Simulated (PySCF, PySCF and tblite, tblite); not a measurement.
**C3H2F6: conformers and averaged spectra**

Aim: find the conformers of C3H2F6 (`FCC(F)(F)C(F)(F)F`), weigh them, and average their properties.

Programs: PySCF 2.14.0 with density-fitted response routines of our own, and tblite 0.8.0. All values are computed, except where a source is named. Atoms count from 0 throughout.

## Step 1: The starting structure

11 atoms, charge 0, multiplicity 1; geometry from: MMFF94s geometry.

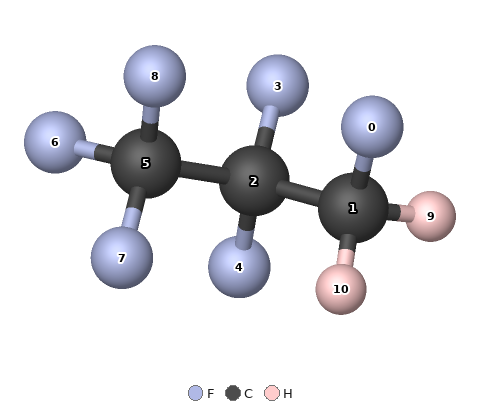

The starting geometry (fluorine light blue, carbon dark grey, hydrogen pink), atoms numbered.

## Step 2: GFN2-xTB relaxation, conformer 1

The job: settings as JSON, then the geometry in Å.

```
{"job": {"xc": "GFN2-xTB", "basis": "xTB", "kind": "relax"}, "charge": 0, "multiplicity": 1}
F      1.593800     0.999500    -0.637500
C      1.275000    -0.049200     0.151300
C     -0.085800    -0.599600    -0.154400
F     -0.098400    -1.115800    -1.422500
F     -0.347000    -1.645200     0.690900
C     -1.167500     0.476000    -0.010100
F     -2.403700    -0.014400    -0.239500
F     -1.162700     0.996400     1.252800
F     -0.983200     1.510200    -0.857800
H      2.035700    -0.824100    -0.001100
H      1.349400     0.269000     1.201900
```

Started as:

```
> OMP_NUM_THREADS=1 python ens_run.py task.json out
```

One launch serves the whole session.

Log:

```text
step      E/eV     max force
  0    -974.77873    1.429
  1    -974.85053    0.357
  2    -974.86081    0.287
  3    -974.86976    0.152
  4    -974.87162    0.115
  5    -974.87276    0.102
  6    -974.87381    0.092
  7    -974.87477    0.084
  8    -974.87538    0.070
  9    -974.87585    0.063
 10    -974.87632    0.061
 11    -974.87683    0.066
 12    -974.87726    0.061
 13    -974.87759    0.050
 14    -974.87788    0.043
 15    -974.87817    0.051
 16    -974.87844    0.047
 17    -974.87865    0.038
 18    -974.87865    0.038
 19    -974.87873    0.031
 20    -974.87890    0.031
 21    -974.87895    0.033
 22    -974.87914    0.031
 23    -974.87925    0.030
 24    -974.87938    0.031
 25    -974.87950    0.037
 26    -974.87966    0.039
 27    -974.87982    0.036
 28    -974.87998    0.037
 29    -974.88018    0.045
 30    -974.88046    0.058
 31    -974.88082    0.066
 32    -974.88121    0.069
 33    -974.88160    0.067
 34    -974.88208    0.068
 35    -974.88264    0.072
 36    -974.88331    0.086
 37    -974.88406    0.079
 38    -974.88481    0.077
 39    -974.88541    0.076
 40    -974.88582    0.069
 41    -974.88619    0.064
 42    -974.88653    0.063
 43    -974.88646    0.086
 44    -974.88699    0.038
 45    -974.88711    0.029
 46    -974.88726    0.029
 47    -974.88735    0.028
 48    -974.88744    0.024
 49    -974.88749    0.017
 50    -974.88753    0.021
 51    -974.88758    0.021
 52    -974.88763    0.023
 53    -974.88768    0.025
 54    -974.88775    0.024
 55    -974.88781    0.029
 56    -974.88786    0.019
 57    -974.88788    0.008
 58    -974.88788    0.007
 59    -974.88789    0.006
 60    -974.88789    0.007
 61    -974.88790    0.005
 62    -974.88790    0.005
 63    -974.88790    0.005
 64    -974.88790    0.007
 65    -974.88791    0.011
 66    -974.88792    0.011
 67    -974.88793    0.009
 68    -974.88794    0.008
 69    -974.88795    0.007
 70    -974.88796    0.010
 71    -974.88797    0.010
 72    -974.88798    0.008
 73    -974.88799    0.007
 74    -974.88800    0.006
 75    -974.88800    0.006
 76    -974.88800    0.005
 77    -974.88801    0.003
```

Run time: 0.36 s. Hardware: 1 thread of Arm Neoverse V1, shared host.

Gain 0.109 eV; displacement 0.18 Å root mean square.

GFN2-xTB relaxation, conformer 2:

The job: settings as JSON, then the geometry in Å.

```
{"job": {"xc": "GFN2-xTB", "basis": "xTB", "kind": "relax"}, "charge": 0, "multiplicity": 1}
F      2.384100    -0.420300    -0.084200
C      1.181100     0.173000    -0.412000
C      0.077400    -0.452700     0.416000
F      0.012800    -1.781700     0.168800
F      0.328000    -0.299200     1.748000
C     -1.256300     0.212100     0.044900
F     -2.293800    -0.291900     0.738900
F     -1.214000     1.552400     0.290600
F     -1.529500     0.058900    -1.269300
H      1.286300     1.236300    -0.191600
H      1.029400     0.015700    -1.476200
```

Log:

```text
step      E/eV     max force
  0    -974.76428    1.248
  1    -974.81772    0.335
  2    -974.82463    0.206
  3    -974.82954    0.157
  4    -974.83081    0.112
  5    -974.83161    0.091
  6    -974.83243    0.082
  7    -974.83308    0.069
  8    -974.83340    0.042
  9    -974.83353    0.030
 10    -974.83353    0.030
 11    -974.83356    0.024
 12    -974.83365    0.022
 13    -974.83367    0.020
 14    -974.83371    0.011
 15    -974.83372    0.009
 16    -974.83373    0.009
 17    -974.83374    0.008
 18    -974.83375    0.009
 19    -974.83376    0.007
 20    -974.83377    0.007
 21    -974.83377    0.006
 22    -974.83378    0.006
 23    -974.83378    0.005
 24    -974.83379    0.006
 25    -974.83379    0.005
 26    -974.83379    0.005
 27    -974.83380    0.004
```

Wall time 0.16 s (1 thread of Arm Neoverse V1, shared host).

Gain 0.070 eV; displacement 0.02 Å root mean square.

## Step 3: DFT optimisation, start 1: PBE0-D3(BJ)/def2-SVP

The job: settings as JSON, then the geometry in Å.

```
{"job": {"kind": "geom", "xc": "PBE0", "basis": "def2-SVP", "d3": "d3bj", "grid": 1, "maxiter": 40}, "charge": 0, "multiplicity": 1}
F      1.546957     1.133549    -0.374869
C      1.321783    -0.075757     0.198416
C     -0.076734    -0.591705    -0.161199
F     -0.111582    -1.112483    -1.405269
F     -0.396626    -1.601563     0.681476
C     -1.181900     0.498189    -0.051838
F     -2.394628    -0.045030    -0.081229
F     -1.063661     1.161072     1.101195
F     -1.102751     1.376749    -1.042376
H      2.072301    -0.780010    -0.175904
H      1.392266     0.039660     1.285634
```

Log:

```text
step      E/eV     max force
  0    -19411.05200   0.4623
  1    -19411.09557   0.3474
  2    -19411.09097   0.2635
  3    -19411.10339   0.1454
  4    -19411.10431   0.1277
  5    -19411.10384   0.2109
  6    -19411.10538   0.0269
  7    -19411.10534   0.0273
  8    -19411.10539   0.0093
```

Wall time 72 s (1 thread of Arm Neoverse V1, shared host); peak memory 0.51 GiB.

The energy fell by 0.053 eV, and the atoms moved 0.13 Å (root mean square).

## Step 4: DFT optimisation, start 2: PBE0-D3(BJ)/def2-SVP

The job: settings as JSON, then the geometry in Å.

```
{"job": {"kind": "geom", "xc": "PBE0", "basis": "def2-SVP", "d3": "d3bj", "grid": 1, "maxiter": 40}, "charge": 0, "multiplicity": 1}
F      2.403381    -0.409606    -0.097471
C      1.220409     0.174559    -0.415001
C      0.086794    -0.449538     0.408094
F     -0.018380    -1.775072     0.179999
F      0.295521    -0.297574     1.732319
C     -1.272575     0.214499     0.051112
F     -2.282499    -0.292593     0.738920
F     -1.223527     1.527907     0.290370
F     -1.536182     0.061073    -1.249483
H      1.297158     1.242487    -0.183232
H      1.035324     0.006530    -1.481590
```

Log:

```text
step      E/eV     max force
  0    -19411.01957   0.6666
  1    -19411.05863   0.2964
  2    -19411.06198   0.0694
  3    -19411.06226   0.0536
  4    -19411.06244   0.0152
```

Run time: 40 s. Hardware: 1 thread of Arm Neoverse V1, shared host; peak memory 0.51 GiB.

Relaxing gained 0.043 eV and moved the atoms by 0.04 Å on average (rms).

## Step 5: Shieldings, conformer 1: WP04/pcSseg-1 in chloroform

The job: settings as JSON, then the geometry in Å.

```
{"job": {"xc": "WP04", "basis": "pcSseg-1", "solvent": "chloroform", "kind": "nmr", "pop": true}, "charge": 0, "multiplicity": 1}
F      1.635789     1.029775    -0.567973
C      1.317628    -0.058998     0.179011
C     -0.071548    -0.557528    -0.166534
F     -0.107876    -1.015561    -1.428368
F     -0.354440    -1.576975     0.667994
C     -1.195233     0.487592    -0.022226
F     -2.378181    -0.096039    -0.144191
F     -1.122679     1.054950     1.180996
F     -1.085496     1.428367    -0.945342
H      2.017512    -0.885017    -0.029880
H      1.349949     0.192107     1.250551
```

Log:

```text
coarse grid: 11016 points
cycle   1  E = -726.7032661459  dE =  1.569e+00  |g| = 1.748e+00  |ddm| = 2.893e+00
cycle   2  E = -725.7829822542  dE =  9.203e-01  |g| = 3.050e+00  |ddm| = 2.197e+00
cycle   3  E = -727.1277785122  dE = -1.345e+00  |g| = 1.517e-01  |ddm| = 1.536e+00
cycle   4  E = -727.1316729955  dE = -3.894e-03  |g| = 7.250e-02  |ddm| = 1.524e-01
cycle   5  E = -727.1325800375  dE = -9.070e-04  |g| = 2.439e-02  |ddm| = 5.017e-02
cycle   6  E = -727.1326666913  dE = -8.665e-05  |g| = 4.430e-03  |ddm| = 1.373e-02
cycle   7  E = -727.1326693778  dE = -2.687e-06  |g| = 9.891e-04  |ddm| = 2.627e-03
final grid: 113992 points
cycle   8  E = -727.2512961427  dE = -7.002e-05  |g| = 9.542e-03  |ddm| = 2.864e-02
cycle   9  E = -727.2512746662  dE =  2.148e-05  |g| = 1.532e-02  |ddm| = 1.221e-02
cycle  10  E = -727.2513110515  dE = -3.639e-05  |g| = 8.272e-04  |ddm| = 7.232e-03
cycle  11  E = -727.2513111764  dE = -1.249e-07  |g| = 2.265e-04  |ddm| = 7.181e-04
cycle  12  E = -727.2513111853  dE = -8.918e-09  |g| = 6.043e-05  |ddm| = 1.452e-04
cycle  13  E = -727.2513111858  dE = -4.652e-10  |g| = 2.350e-05  |ddm| = 4.048e-05
converged SCF energy = -727.2513111858

GIAO shielding tensors (ppm)
atom      isotropic    diamagn.    paramagn.     s11        s22        s33       span
  0 F      427.821     475.070     -47.248    408.334    417.450    457.680     49.346
  1 C       89.421     244.112    -154.691     64.868     67.088    136.306     71.438
  2 C       52.589     244.899    -192.310     37.030     58.005     62.732     25.702
  3 F      313.291     475.877    -162.586    224.631    352.384    362.856    138.225
  4 F      316.078     475.538    -159.459    223.822    349.176    375.238    151.416
  5 C       43.835     243.901    -200.066     33.964     46.229     51.313     17.349
  6 F      272.326     472.755    -200.428    192.602    266.005    358.373    165.771
  7 F      267.722     476.013    -208.292    186.310    260.809    356.047    169.737
  8 F      265.326     474.916    -209.590    188.338    262.725    344.916    156.577
  9 H       26.603      26.554       0.049     23.002     26.790     30.016      7.014
 10 H       26.652      28.164      -1.512     23.956     26.780     29.220      5.263
```

Run time: 18 s. Hardware: 1 thread of Arm Neoverse V1, shared host; peak memory 1 GiB.

This run: HOMO -11.48 eV, LUMO -1.10 eV; dipole 2.47 D.

## Step 6: Single-point energy, conformer 1: B3LYP/def2-TZVP in chloroform

The job, as its differences from that of step 5:

```diff
@@ -1,2 +1,2 @@
-{"job": {"xc": "WP04", "basis": "pcSseg-1", "solvent": "chloroform", "kind": "nmr", "pop": true}, "charge": 0, "multiplicity": 1}
+{"job": {"xc": "B3LYP", "basis": "def2-TZVP", "solvent": "chloroform", "kind": "sp"}, "charge": 0, "multiplicity": 1}
 F      1.635789     1.029775    -0.567973
```

Log:

```text
coarse grid: 11016 points
cycle   1  E = -714.6484636647  dE =  1.549e+00  |g| = 1.248e+00  |ddm| = 2.805e+00
cycle   2  E = -714.2235198900  dE =  4.249e-01  |g| = 2.137e+00  |ddm| = 1.580e+00
cycle   3  E = -714.8841404721  dE = -6.606e-01  |g| = 5.676e-02  |ddm| = 1.015e+00
cycle   4  E = -714.8844027531  dE = -2.623e-04  |g| = 4.318e-02  |ddm| = 6.418e-02
cycle   5  E = -714.8846974406  dE = -2.947e-04  |g| = 1.182e-02  |ddm| = 2.648e-02
cycle   6  E = -714.8847157888  dE = -1.835e-05  |g| = 2.479e-03  |ddm| = 6.524e-03
cycle   7  E = -714.8847167689  dE = -9.801e-07  |g| = 4.702e-04  |ddm| = 1.958e-03
final grid: 113992 points
cycle   8  E = -714.8918290499  dE = -1.007e-04  |g| = 6.413e-03  |ddm| = 4.770e-02
cycle   9  E = -714.8918216044  dE =  7.446e-06  |g| = 9.489e-03  |ddm| = 7.092e-03
cycle  10  E = -714.8918352189  dE = -1.361e-05  |g| = 6.486e-04  |ddm| = 4.463e-03
cycle  11  E = -714.8918352702  dE = -5.125e-08  |g| = 2.991e-04  |ddm| = 6.974e-04
cycle  12  E = -714.8918352875  dE = -1.733e-08  |g| = 3.615e-05  |ddm| = 2.298e-04
cycle  13  E = -714.8918352877  dE = -1.301e-10  |g| = 1.904e-05  |ddm| = 2.873e-05
converged SCF energy = -714.8918352877
```

Wall time 21 s (1 thread of Arm Neoverse V1, shared host); peak memory 1.1 GiB.

Key values: HOMO -9.78 eV, LUMO 0.81 eV; dipole 2.29 D.

## Step 7: Shieldings, conformer 2: WP04/pcSseg-1 in chloroform

The job: settings as JSON, then the geometry in Å.

```
{"job": {"xc": "WP04", "basis": "pcSseg-1", "solvent": "chloroform", "kind": "nmr", "pop": false}, "charge": 0, "multiplicity": 1}
F      2.381983    -0.462769    -0.064843
C      1.228539     0.163694    -0.408127
C      0.083459    -0.425952     0.392619
F     -0.021251    -1.744956     0.156847
F      0.293926    -0.251040     1.708444
C     -1.272404     0.216657     0.047926
F     -2.245975    -0.333097     0.750212
F     -1.234179     1.521636     0.307532
F     -1.530822     0.055964    -1.248183
H      1.298902     1.240509    -0.187605
H      1.023246     0.022026    -1.480785
```

Log:

```text
coarse grid: 11016 points
cycle   1  E = -726.6932246230  dE =  1.577e+00  |g| = 1.755e+00  |ddm| = 2.886e+00
cycle   2  E = -725.7222665063  dE =  9.710e-01  |g| = 3.107e+00  |ddm| = 2.258e+00
cycle   3  E = -727.1223762624  dE = -1.400e+00  |g| = 1.536e-01  |ddm| = 1.595e+00
cycle   4  E = -727.1263776233  dE = -4.001e-03  |g| = 7.276e-02  |ddm| = 1.525e-01
cycle   5  E = -727.1272862575  dE = -9.086e-04  |g| = 2.623e-02  |ddm| = 4.941e-02
cycle   6  E = -727.1273907060  dE = -1.044e-04  |g| = 4.214e-03  |ddm| = 1.386e-02
cycle   7  E = -727.1273931438  dE = -2.438e-06  |g| = 9.382e-04  |ddm| = 2.696e-03
final grid: 113992 points
cycle   8  E = -727.2506909193  dE = -8.274e-05  |g| = 1.012e-02  |ddm| = 2.789e-02
cycle   9  E = -727.2506671730  dE =  2.375e-05  |g| = 1.620e-02  |ddm| = 1.266e-02
cycle  10  E = -727.2507073283  dE = -4.016e-05  |g| = 9.744e-04  |ddm| = 7.579e-03
cycle  11  E = -727.2507074998  dE = -1.715e-07  |g| = 2.451e-04  |ddm| = 8.620e-04
cycle  12  E = -727.2507075100  dE = -1.021e-08  |g| = 5.147e-05  |ddm| = 1.574e-04
cycle  13  E = -727.2507075103  dE = -3.154e-10  |g| = 2.552e-05  |ddm| = 3.640e-05
converged SCF energy = -727.2507075103

GIAO shielding tensors (ppm)
atom      isotropic    diamagn.    paramagn.     s11        s22        s33       span
  0 F      438.480     471.451     -32.970    424.718    428.306    462.417     37.699
  1 C       89.674     245.775    -156.101     67.422     69.093    132.507     65.086
  2 C       51.861     243.512    -191.651     32.365     56.716     66.501     34.136
  3 F      317.904     475.430    -157.526    212.640    347.836    393.236    180.595
  4 F      317.714     475.458    -157.744    211.697    348.321    393.122    181.424
  5 C       43.898     244.751    -200.853     34.504     46.110     51.078     16.574
  6 F      274.146     472.437    -198.291    197.060    268.927    356.452    159.392
  7 F      267.682     475.734    -208.052    185.437    262.313    355.295    169.858
  8 F      267.534     475.800    -208.266    185.318    261.890    355.392    170.074
  9 H       26.642      28.251      -1.609     22.456     27.852     29.618      7.162
 10 H       26.638      28.271      -1.633     22.404     27.845     29.664      7.261
```

Wall time 17 s (1 thread of Arm Neoverse V1, shared host); peak memory 0.96 GiB.

This run: HOMO -11.51 eV, LUMO -1.01 eV; dipole 2.46 D.

## Step 8: Single-point energy, conformer 2: B3LYP/def2-TZVP in chloroform

The job, as its differences from that of step 7:

```diff
@@ -1,2 +1,2 @@
-{"job": {"xc": "WP04", "basis": "pcSseg-1", "solvent": "chloroform", "kind": "nmr", "pop": false}, "charge": 0, "multiplicity": 1}
+{"job": {"xc": "B3LYP", "basis": "def2-TZVP", "solvent": "chloroform", "kind": "sp"}, "charge": 0, "multiplicity": 1}
 F      2.381983    -0.462769    -0.064843
```

Log:

```text
coarse grid: 11016 points
cycle   1  E = -714.6409529238  dE =  1.555e+00  |g| = 1.253e+00  |ddm| = 2.812e+00
cycle   2  E = -714.1941622457  dE =  4.468e-01  |g| = 2.172e+00  |ddm| = 1.546e+00
cycle   3  E = -714.8794294209  dE = -6.853e-01  |g| = 6.135e-02  |ddm| = 9.950e-01
cycle   4  E = -714.8797093874  dE = -2.800e-04  |g| = 4.884e-02  |ddm| = 6.480e-02
cycle   5  E = -714.8800741499  dE = -3.648e-04  |g| = 1.286e-02  |ddm| = 2.810e-02
cycle   6  E = -714.8800963953  dE = -2.225e-05  |g| = 1.987e-03  |ddm| = 7.315e-03
cycle   7  E = -714.8800970413  dE = -6.460e-07  |g| = 5.450e-04  |ddm| = 1.868e-03
final grid: 113992 points
cycle   8  E = -714.8915225616  dE = -1.136e-04  |g| = 7.149e-03  |ddm| = 5.566e-02
cycle   9  E = -714.8915134113  dE =  9.150e-06  |g| = 1.056e-02  |ddm| = 7.495e-03
cycle  10  E = -714.8915298365  dE = -1.643e-05  |g| = 7.562e-04  |ddm| = 4.763e-03
cycle  11  E = -714.8915299108  dE = -7.423e-08  |g| = 3.336e-04  |ddm| = 7.520e-04
cycle  12  E = -714.8915299314  dE = -2.066e-08  |g| = 4.203e-05  |ddm| = 2.622e-04
cycle  13  E = -714.8915299316  dE = -1.612e-10  |g| = 2.300e-05  |ddm| = 3.376e-05
converged SCF energy = -714.8915299316
```

Wall time 21 s (1 thread of Arm Neoverse V1, shared host); peak memory 1 GiB.

In short: HOMO -9.83 eV, LUMO 0.78 eV; dipole 2.26 D.

## Step 9: Couplings, conformer 1: B3LYP/pcJ-1+pcSseg-1

The job: settings as JSON, then the geometry in Å.

```
{"job": {"xc": "B3LYP", "basis": {"default": "pcSseg-1", "H": "pcJ-1", "F": "pcJ-1"}, "nuclei": ["H", "F", "P", "Si", "B"], "kind": "j"}, "charge": 0, "multiplicity": 1}
F      1.635789     1.029775    -0.567973
C      1.317628    -0.058998     0.179011
C     -0.071548    -0.557528    -0.166534
F     -0.107876    -1.015561    -1.428368
F     -0.354440    -1.576975     0.667994
C     -1.195233     0.487592    -0.022226
F     -2.378181    -0.096039    -0.144191
F     -1.122679     1.054950     1.180996
F     -1.085496     1.428367    -0.945342
H      2.017512    -0.885017    -0.029880
H      1.349949     0.192107     1.250551
```

Log:

```text
coarse grid: 11016 points
cycle   1  E = -714.2511427040  dE =  1.499e+00  |g| = 1.224e+00  |ddm| = 2.743e+00
cycle   2  E = -713.8546360063  dE =  3.965e-01  |g| = 2.080e+00  |ddm| = 1.630e+00
cycle   3  E = -714.4832342811  dE = -6.286e-01  |g| = 6.018e-02  |ddm| = 1.053e+00
cycle   4  E = -714.4835138092  dE = -2.795e-04  |g| = 4.583e-02  |ddm| = 5.986e-02
cycle   5  E = -714.4838445453  dE = -3.307e-04  |g| = 1.207e-02  |ddm| = 2.982e-02
cycle   6  E = -714.4838627467  dE = -1.820e-05  |g| = 2.895e-03  |ddm| = 6.792e-03
cycle   7  E = -714.4838640450  dE = -1.298e-06  |g| = 5.697e-04  |ddm| = 2.134e-03
final grid: 113992 points
cycle   8  E = -714.5633665514  dE = -2.284e-04  |g| = 7.913e-03  |ddm| = 1.848e-02
cycle   9  E = -714.5633546407  dE =  1.191e-05  |g| = 1.193e-02  |ddm| = 9.630e-03
cycle  10  E = -714.5633754144  dE = -2.077e-05  |g| = 5.424e-04  |ddm| = 5.843e-03
cycle  11  E = -714.5633754418  dE = -2.741e-08  |g| = 3.500e-04  |ddm| = 6.045e-04
cycle  12  E = -714.5633754645  dE = -2.263e-08  |g| = 4.277e-05  |ddm| = 2.424e-04
cycle  13  E = -714.5633754647  dE = -2.019e-10  |g| = 1.847e-05  |ddm| = 2.899e-05
converged SCF energy = -714.5633754647

Indirect spin-spin couplings (Hz)
  i      j    bonds     total        FC       PSO       DSO        SD
  0 F    3 F    3    -19.383    -2.790   -14.445     0.176    -2.324
  0 F    4 F    3    -41.254   -29.627   -28.050    -1.357    17.780
  0 F    6 F    4      1.817     0.485     2.904    -1.241    -0.331
  0 F    7 F    4      2.406    -0.137     3.373     0.088    -0.917
  0 F    8 F    4     22.026    25.026    -6.854     1.052     2.802
  0 F    9 H    2     52.572    46.366    10.326    -0.907    -3.214
  0 F   10 H    2     53.323    47.268    10.108    -0.814    -3.238
  3 F    4 F    2    269.339    43.570   139.533    -0.060    86.296
  3 F    6 F    3    -19.667    -6.925   -11.420     0.308    -1.630
  3 F    7 F    3     28.276   -11.816    18.132    -1.524    23.484
  3 F    8 F    3    -18.001    -4.288   -14.142     0.597    -0.167
  3 F    9 H    3     14.362    14.039     0.237     0.543    -0.457
  3 F   10 H    3     31.872    32.996     1.004    -1.880    -0.247
  4 F    6 F    3    -20.630    -4.875   -18.226     0.601     1.871
  4 F    7 F    3    -12.214    -3.387    -6.035     0.282    -3.073
  4 F    8 F    3     14.213   -13.198     9.416    -1.542    19.538
  4 F    9 H    3      1.359     1.836    -0.296     0.407    -0.588
  4 F   10 H    3      0.477     0.090     0.422     0.676    -0.711
  6 F    7 F    2     60.784    33.910   -23.423    -0.120    50.418
  6 F    8 F    2     54.511    31.663   -27.176    -0.120    50.144
  6 F    9 H    4      5.424     5.450     1.447    -1.582     0.109
  6 F   10 H    4     -1.039    -0.703     1.002    -1.225    -0.112
  7 F    8 F    2     66.119    31.966   -16.367    -0.086    50.606
  7 F    9 H    4      0.734     0.924     1.173    -1.240    -0.122
  7 F   10 H    4      3.330     3.577    -1.829     1.708    -0.126
  8 F    9 H    4      0.297     0.506     1.259    -1.365    -0.103
  8 F   10 H    4      0.337     0.267     0.908    -0.663    -0.175
  9 H   10 H    2    -12.186   -12.091     1.373    -1.469         -
```

Run time: 66 s. Hardware: 1 thread of Arm Neoverse V1, shared host; peak memory 1.1 GiB.

This run: HOMO -9.92 eV, LUMO 0.85 eV; dipole 1.96 D.

[end of part 1 of 2]
